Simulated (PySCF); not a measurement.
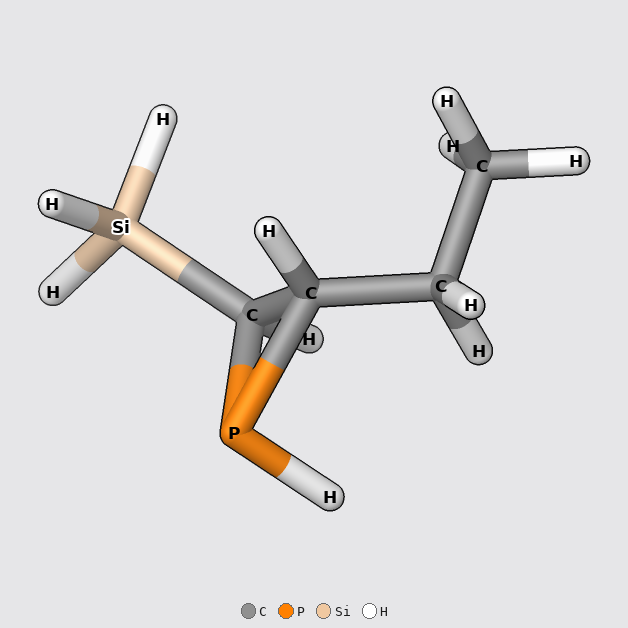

The geometry was computed by an optimisation with GFN2-xTB. No frequency run is at hand to confirm it as a minimum. Level of theory: PBE0/pcSseg-1, gas phase (PySCF 2.14.0).

Question: Estimate the dipole moment.

Answer: 1.60 D.

Question: Give the LUMO energy (Kohn–Sham orbital) at this level.

Answer: 0.27 eV.

Question: Estimate the HOMO energy (Kohn–Sham orbital).

Answer: −7.22 eV.

The geometry is semi-empirical. Around P, Si such bond lengths and angles can be off by a tenth of an ångström or more and by several degrees, and values that hang on the shape move with them.
